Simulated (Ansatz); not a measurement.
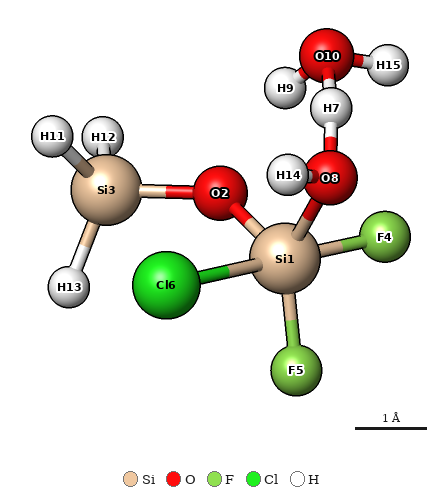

The structure as given in the input (ball-and-stick view, seen at a tilt; atoms are numbered from 1 in the order of the input). Bond lengths as drawn: Cl–Si 2.22 Å, F–Si 1.60 to 1.66 Å, H–O 0.89 to 1.17 Å, H–Si 1.48 to 1.49 Å and O–Si 1.65 to 1.77 Å.

## Geometry relaxation of Si2H7ClO3F2 (part 1 of 2)

The run: geometry relaxation of Si2H7ClO3F2. Method and program: RKS PBE0-D4/def2-TZVP (Ansatz 0.2.0).

The geometry is a transition state displaced along its imaginary mode. The reaction was set up to form Si1–O8, H7–O10 and O2–H9 and to break Si1–O2, H7–O8 and H9–O10 (atoms counted from 1 in the order of the input); sticks are drawn by distance alone. Figures and captions count atoms from 1; the log counts them from 0 in places.

The input:
```yaml
crystal:
  periodic: [false, false, false]
  atoms:
    - {symbol: Si, position_ang: [-1.199280, -0.137573, 0.322194]}
    - {symbol: O, position_ang: [0.046972, -0.146250, -0.767166]}
    - {symbol: Si, position_ang: [0.565396, 0.899780, -1.934005]}
    - {symbol: F, position_ang: [-1.185134, -1.784933, 0.499075]}
    - {symbol: F, position_ang: [-2.727614, -0.138660, -0.139678]}
    - {symbol: Cl, position_ang: [-1.280290, 2.072147, 0.460561]}
    - {symbol: H, position_ang: [0.578346, -0.624156, 1.692830]}
    - {symbol: O, position_ang: [-0.423299, -0.120559, 1.915375]}
    - {symbol: H, position_ang: [1.192015, -0.963422, 0.286496]}
    - {symbol: O, position_ang: [1.409884, -1.208224, 1.118456]}
    - {symbol: H, position_ang: [1.369194, 1.992725, -1.331402]}
    - {symbol: H, position_ang: [1.442701, 0.081490, -2.814522]}
    - {symbol: H, position_ang: [-0.581525, 1.427763, -2.704677]}
    - {symbol: H, position_ang: [-0.315454, 0.793740, 2.218043]}
    - {symbol: H, position_ang: [1.107887, -2.144067, 1.178520]}
basis:
  gaussian: {orbitals: def2-TZVP}
hamiltonian: {xc: pbe0, dispersion: d4}
relax: {f_tol: 0.005, max_steps: 200}
```

Run as:
```bash
ansatz run in.yaml --threads 4 --pin off --events-out ev --progress --plain --max-ram 66560MiB --backend cuda --devices 0, --max-vram 37GiB
```

The program's output:
```
Functional definition: PBE0
  name "PBE0"
  cite "Adamo & Barone, J. Chem. Phys. 110, 6158 (1999) doi:10.1063/1.478522"
  cite "Perdew, Burke & Ernzerhof, Phys. Rev. Lett. 77, 3865 (1996) doi:10.1103/PhysRevLett.77.3865"
  parent pbe
  parameter a = 0.25
  parameter kappa = 0.804
  parameter beta = 0.06672455060314922
  exchange = (1 - a)*pbe_x(kappa = kappa, mu = beta*pi^2/3) + a*exact_x
  correlation = pbe_c(beta = beta)
1877 factors; their error is unknown
mean field evaluation 1: about -39946.8433 eV, gradient 8.6e1 eV
mean field evaluation 2: about -39936.2887 eV, gradient 1.2e2 eV
mean field evaluation 4: about -39957.4510 eV, gradient 4.9e0 eV
mean field evaluation 8: about -39957.4876 eV, gradient 9.8e-2 eV
mean field evaluation 16: about -39957.6192 eV, gradient 1.3e-4 eV
mean field -39957.61922072 eV, -1468.4154221145 hartree, gradient 6.0e-5 eV, S^2 0.000000; 0 other end points of the search recorded, 0 dependent functions left out
the calculation of the forces begins
reference -39957.61925573 eV, -1468.4154234010 hartree; 47, 47 occupied and 261, 261 virtual orbitals, 1877 factors
relax step   1: F+E_penalty+E_count = -39958.00219040 eV  Δ(F+E_penalty+E_count) = +0.000e0 eV  max|allowed force component| = 5.308e0 eV/Å  Δτ_max = 0.0000 Å  (29 SCF iters, accepted)
these checks for a lower state are left out or cut short: starts, cluster_reference, orbital_swaps, neighbouring_geometries, increment
1877 factors; their error is unknown
mean field -39958.01557142 eV, -1468.4299877340 hartree, gradient 2.1e-5 eV, S^2 0.000000; 0 other end points of the search recorded, 0 dependent functions left out
[... from here on the field's lines of each further geometry are left out, up to the last ...]
relax step   2: F+E_penalty+E_count = -39958.39393973 eV  Δ(F+E_penalty+E_count) = -3.917e-1 eV  max|allowed force component| = 9.208e-1 eV/Å  Δτ_max = 0.1115 Å  (31 SCF iters, accepted)
relax step   3: F+E_penalty+E_count = -39958.43257431 eV  Δ(F+E_penalty+E_count) = -3.863e-2 eV  max|allowed force component| = 6.155e-1 eV/Å  Δτ_max = 0.0668 Å  (31 SCF iters, accepted)
relax step   4: F+E_penalty+E_count = -39958.49580571 eV  Δ(F+E_penalty+E_count) = -6.323e-2 eV  max|allowed force component| = 6.967e-1 eV/Å  Δτ_max = 0.1417 Å  (31 SCF iters, accepted)
relax step   5: F+E_penalty+E_count = -39958.50066340 eV  Δ(F+E_penalty+E_count) = -4.858e-3 eV  max|allowed force component| = 7.874e-1 eV/Å  Δτ_max = 0.1002 Å  (30 SCF iters, accepted)
relax step   6: F+E_penalty+E_count = -39958.53597950 eV  Δ(F+E_penalty+E_count) = -3.532e-2 eV  max|allowed force component| = 6.511e-1 eV/Å  Δτ_max = 0.2000 Å  (31 SCF iters, accepted)
relax step   7: F+E_penalty+E_count = -39958.54702507 eV  Δ(F+E_penalty+E_count) = -1.105e-2 eV  max|allowed force component| = 7.372e-1 eV/Å  Δτ_max = 0.1998 Å  (30 SCF iters, accepted)
relax step   8: F+E_penalty+E_count = -39958.57246303 eV  Δ(F+E_penalty+E_count) = -2.544e-2 eV  max|allowed force component| = 2.354e-1 eV/Å  Δτ_max = 0.0944 Å  (31 SCF iters, accepted)
relax step   9: F+E_penalty+E_count = -39958.57640505 eV  Δ(F+E_penalty+E_count) = -3.942e-3 eV  max|allowed force component| = 1.682e-1 eV/Å  Δτ_max = 0.1076 Å  (31 SCF iters, accepted)
relax step  10: F+E_penalty+E_count = -39958.58184984 eV  Δ(F+E_penalty+E_count) = -5.445e-3 eV  max|allowed force component| = 1.340e-1 eV/Å  Δτ_max = 0.0313 Å  (31 SCF iters, accepted)
relax step  11: F+E_penalty+E_count = -39958.59896086 eV  Δ(F+E_penalty+E_count) = -1.711e-2 eV  max|allowed force component| = 1.916e-1 eV/Å  Δτ_max = 0.1407 Å  (32 SCF iters, accepted)
relax step  12: F+E_penalty+E_count = -39958.62690913 eV  Δ(F+E_penalty+E_count) = -2.795e-2 eV  max|allowed force component| = 5.282e-1 eV/Å  Δτ_max = 0.1925 Å  (32 SCF iters, accepted)
relax step  13: F+E_penalty+E_count = -39958.66126223 eV  Δ(F+E_penalty+E_count) = -3.435e-2 eV  max|allowed force component| = 9.117e-1 eV/Å  Δτ_max = 0.1913 Å  (31 SCF iters, accepted)
relax step  14: F+E_penalty+E_count = -39958.68487102 eV  Δ(F+E_penalty+E_count) = -2.361e-2 eV  max|allowed force component| = 1.189e0 eV/Å  Δτ_max = 0.1933 Å  (32 SCF iters, accepted)
relax step  15: F+E_penalty+E_count = -39958.70863438 eV  Δ(F+E_penalty+E_count) = -2.376e-2 eV  max|allowed force component| = 1.348e0 eV/Å  Δτ_max = 0.1169 Å  (31 SCF iters, accepted)
relax step  16: F+E_penalty+E_count = -39958.54383552 eV  Δ(F+E_penalty+E_count) = +1.648e-1 eV  max|allowed force component| = 1.589e0 eV/Å  Δτ_max = 0.2000 Å  (37 SCF iters, rejected (line search))
relax step  17: F+E_penalty+E_count = -39958.76379360 eV  Δ(F+E_penalty+E_count) = -5.516e-2 eV  max|allowed force component| = 2.640e-1 eV/Å  Δτ_max = 0.0838 Å  (31 SCF iters, accepted)
relax step  18: F+E_penalty+E_count = -39958.73342008 eV  Δ(F+E_penalty+E_count) = +3.037e-2 eV  max|allowed force component| = 1.088e0 eV/Å  Δτ_max = 0.1000 Å  (30 SCF iters, rejected (line search))
relax step  19: F+E_penalty+E_count = -39958.77911597 eV  Δ(F+E_penalty+E_count) = -1.532e-2 eV  max|allowed force component| = 9.224e-2 eV/Å  Δτ_max = 0.0477 Å  (32 SCF iters, accepted)
relax step  20: F+E_penalty+E_count = -39958.78352001 eV  Δ(F+E_penalty+E_count) = -4.404e-3 eV  max|allowed force component| = 5.705e-2 eV/Å  Δτ_max = 0.0500 Å  (32 SCF iters, accepted)
relax step  21: F+E_penalty+E_count = -39958.78542446 eV  Δ(F+E_penalty+E_count) = -1.904e-3 eV  max|allowed force component| = 6.444e-2 eV/Å  Δτ_max = 0.0326 Å  (31 SCF iters, accepted)
relax step  22: F+E_penalty+E_count = -39958.78793248 eV  Δ(F+E_penalty+E_count) = -2.508e-3 eV  max|allowed force component| = 9.307e-2 eV/Å  Δτ_max = 0.0728 Å  (30 SCF iters, accepted)
relax step  23: F+E_penalty+E_count = -39958.78986995 eV  Δ(F+E_penalty+E_count) = -1.937e-3 eV  max|allowed force component| = 8.055e-2 eV/Å  Δτ_max = 0.0584 Å  (31 SCF iters, accepted)
relax step  24: F+E_penalty+E_count = -39958.79188126 eV  Δ(F+E_penalty+E_count) = -2.011e-3 eV  max|allowed force component| = 8.629e-2 eV/Å  Δτ_max = 0.0780 Å  (30 SCF iters, accepted)
relax step  25: F+E_penalty+E_count = -39958.79344832 eV  Δ(F+E_penalty+E_count) = -1.567e-3 eV  max|allowed force component| = 1.059e-1 eV/Å  Δτ_max = 0.0461 Å  (31 SCF iters, accepted)
relax step  26: F+E_penalty+E_count = -39958.79552482 eV  Δ(F+E_penalty+E_count) = -2.076e-3 eV  max|allowed force component| = 1.015e-1 eV/Å  Δτ_max = 0.0486 Å  (31 SCF iters, accepted)
relax step  27: F+E_penalty+E_count = -39958.79736271 eV  Δ(F+E_penalty+E_count) = -1.838e-3 eV  max|allowed force component| = 1.575e-1 eV/Å  Δτ_max = 0.1126 Å  (30 SCF iters, accepted)
relax step  28: F+E_penalty+E_count = -39958.79866203 eV  Δ(F+E_penalty+E_count) = -1.299e-3 eV  max|allowed force component| = 1.287e-1 eV/Å  Δτ_max = 0.0520 Å  (30 SCF iters, accepted)
relax step  29: F+E_penalty+E_count = -39958.79950622 eV  Δ(F+E_penalty+E_count) = -8.442e-4 eV  max|allowed force component| = 1.001e-1 eV/Å  Δτ_max = 0.0252 Å  (31 SCF iters, accepted)
relax step  30: F+E_penalty+E_count = -39958.80115327 eV  Δ(F+E_penalty+E_count) = -1.647e-3 eV  max|allowed force component| = 5.914e-2 eV/Å  Δτ_max = 0.0838 Å  (31 SCF iters, accepted)
relax step  31: F+E_penalty+E_count = -39958.80179804 eV  Δ(F+E_penalty+E_count) = -6.448e-4 eV  max|allowed force component| = 1.188e-1 eV/Å  Δτ_max = 0.1167 Å  (31 SCF iters, accepted)
relax step  32: F+E_penalty+E_count = -39958.80309513 eV  Δ(F+E_penalty+E_count) = -1.297e-3 eV  max|allowed force component| = 6.895e-2 eV/Å  Δτ_max = 0.0109 Å  (32 SCF iters, accepted)
relax step  33: F+E_penalty+E_count = -39958.80344126 eV  Δ(F+E_penalty+E_count) = -3.461e-4 eV  max|allowed force component| = 1.804e-1 eV/Å  Δτ_max = 0.0579 Å  (30 SCF iters, accepted)
relax step  34: F+E_penalty+E_count = -39958.80680366 eV  Δ(F+E_penalty+E_count) = -3.362e-3 eV  max|allowed force component| = 5.995e-2 eV/Å  Δτ_max = 0.0791 Å  (31 SCF iters, accepted)
relax step  35: F+E_penalty+E_count = -39958.80838297 eV  Δ(F+E_penalty+E_count) = -1.579e-3 eV  max|allowed force component| = 2.309e-1 eV/Å  Δτ_max = 0.1932 Å  (29 SCF iters, accepted)
relax step  36: F+E_penalty+E_count = -39958.81275492 eV  Δ(F+E_penalty+E_count) = -4.372e-3 eV  max|allowed force component| = 1.090e-1 eV/Å  Δτ_max = 0.0318 Å  (31 SCF iters, accepted)
relax step  37: F+E_penalty+E_count = -39958.81906930 eV  Δ(F+E_penalty+E_count) = -6.314e-3 eV  max|allowed force component| = 8.333e-2 eV/Å  Δτ_max = 0.1341 Å  (30 SCF iters, accepted)
relax step  38: F+E_penalty+E_count = -39958.82125491 eV  Δ(F+E_penalty+E_count) = -2.186e-3 eV  max|allowed force component| = 2.241e-1 eV/Å  Δτ_max = 0.1953 Å  (30 SCF iters, accepted)
relax step  39: F+E_penalty+E_count = -39958.82530267 eV  Δ(F+E_penalty+E_count) = -4.048e-3 eV  max|allowed force component| = 7.678e-2 eV/Å  Δτ_max = 0.0180 Å  (32 SCF iters, accepted)
relax step  40: F+E_penalty+E_count = -39958.82708663 eV  Δ(F+E_penalty+E_count) = -1.784e-3 eV  max|allowed force component| = 4.812e-2 eV/Å  Δτ_max = 0.0583 Å  (30 SCF iters, accepted)
relax step  41: F+E_penalty+E_count = -39958.82834364 eV  Δ(F+E_penalty+E_count) = -1.257e-3 eV  max|allowed force component| = 3.019e-2 eV/Å  Δτ_max = 0.0597 Å  (31 SCF iters, accepted)
relax step  42: F+E_penalty+E_count = -39958.82887514 eV  Δ(F+E_penalty+E_count) = -5.315e-4 eV  max|allowed force component| = 2.739e-2 eV/Å  Δτ_max = 0.0488 Å  (31 SCF iters, accepted)
relax step  43: F+E_penalty+E_count = -39958.82914386 eV  Δ(F+E_penalty+E_count) = -2.687e-4 eV  max|allowed force component| = 1.873e-2 eV/Å  Δτ_max = 0.0111 Å  (32 SCF iters, accepted)
relax step  44: F+E_penalty+E_count = -39958.82931212 eV  Δ(F+E_penalty+E_count) = -1.683e-4 eV  max|allowed force component| = 1.484e-2 eV/Å  Δτ_max = 0.0162 Å  (32 SCF iters, accepted)
relax step  45: F+E_penalty+E_count = -39958.82937781 eV  Δ(F+E_penalty+E_count) = -6.569e-5 eV  max|allowed force component| = 7.570e-3 eV/Å  Δτ_max = 0.0098 Å  (33 SCF iters, accepted)
relax step  46: F+E_penalty+E_count = -39958.82940564 eV  Δ(F+E_penalty+E_count) = -2.784e-5 eV  max|allowed force component| = 5.950e-3 eV/Å  Δτ_max = 0.0088 Å  (33 SCF iters, accepted)
relax step  47: F+E_penalty+E_count = -39958.82942355 eV  Δ(F+E_penalty+E_count) = -1.791e-5 eV  max|allowed force component| = 5.005e-3 eV/Å  Δτ_max = 0.0061 Å  (33 SCF iters, accepted)
relax step  48: F+E_penalty+E_count = -39958.82943765 eV  Δ(F+E_penalty+E_count) = -1.410e-5 eV  max|allowed force component| = 5.582e-3 eV/Å  Δτ_max = 0.0072 Å  (33 SCF iters, accepted)
relax step  49: F+E_penalty+E_count = -39958.82945087 eV  Δ(F+E_penalty+E_count) = -1.323e-5 eV  max|allowed force component| = 4.084e-3 eV/Å  Δτ_max = 0.0073 Å  (32 SCF iters, accepted)
relax step  50: F+E_penalty+E_count = -39958.82946909 eV  Δ(F+E_penalty+E_count) = -1.821e-5 eV  max|allowed force component| = 4.705e-3 eV/Å  Δτ_max = 0.0124 Å  (33 SCF iters, accepted)
relax step  51: F+E_penalty+E_count = -39958.82948627 eV  Δ(F+E_penalty+E_count) = -1.718e-5 eV  max|allowed force component| = 5.743e-3 eV/Å  Δτ_max = 0.0113 Å  (33 SCF iters, accepted)
relax step  52: F+E_penalty+E_count = -39958.82950577 eV  Δ(F+E_penalty+E_count) = -1.950e-5 eV  max|allowed force component| = 8.774e-3 eV/Å  Δτ_max = 0.0169 Å  (32 SCF iters, accepted)
relax step  53: F+E_penalty+E_count = -39958.82951804 eV  Δ(F+E_penalty+E_count) = -1.227e-5 eV  max|allowed force component| = 1.009e-2 eV/Å  Δτ_max = 0.0170 Å  (33 SCF iters, accepted)
relax step  54: F+E_penalty+E_count = -39958.82952825 eV  Δ(F+E_penalty+E_count) = -1.021e-5 eV  max|allowed force component| = 9.606e-3 eV/Å  Δτ_max = 0.0048 Å  (33 SCF iters, accepted)
relax step  55: F+E_penalty+E_count = -39958.82953255 eV  Δ(F+E_penalty+E_count) = -4.298e-6 eV  max|allowed force component| = 5.518e-3 eV/Å  Δτ_max = 0.0034 Å  (34 SCF iters, accepted)
the calculation of the forces begins
reference -39958.47584012 eV, -1468.4469022967 hartree; 47, 47 occupied and 261, 261 virtual orbitals, 1877 factors
relax step  56: F+E_penalty+E_count = -39958.82953526 eV  Δ(F+E_penalty+E_count) = -2.709e-6 eV  max|allowed force component| = 1.767e-3 eV/Å  Δτ_max = 0.0013 Å  (34 SCF iters, accepted)
1877 factors; their error is unknown
mean field evaluation 416: about -39958.3379 eV, gradient 1.1e0 eV
```

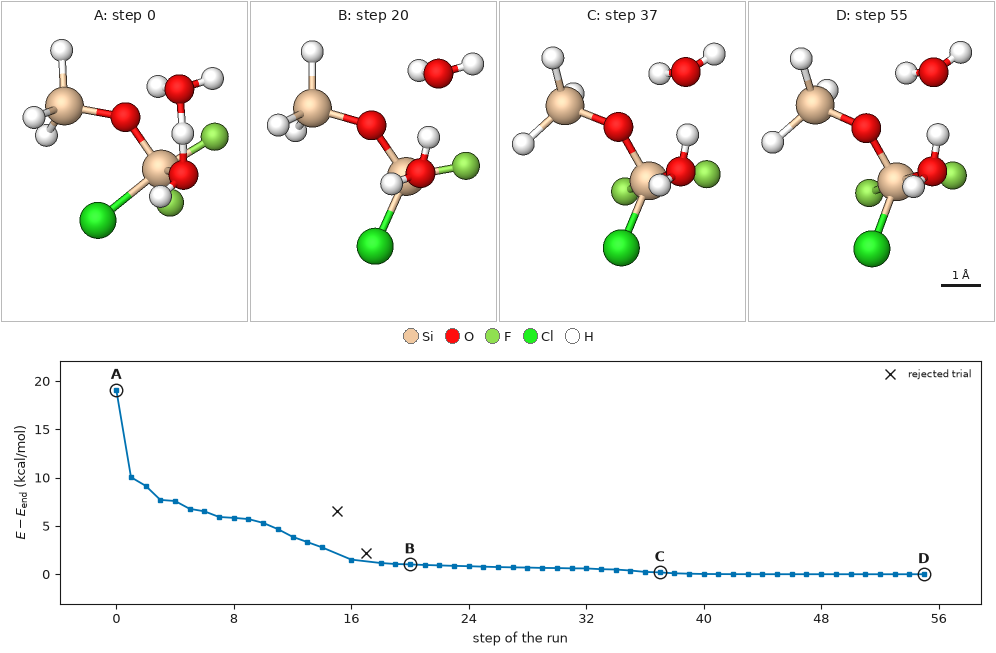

Frames of the relaxation (ball-and-stick view, seen at a tilt) above the curves, on which the letters mark them (the first geometry is step 0 here and step 1 in the log).
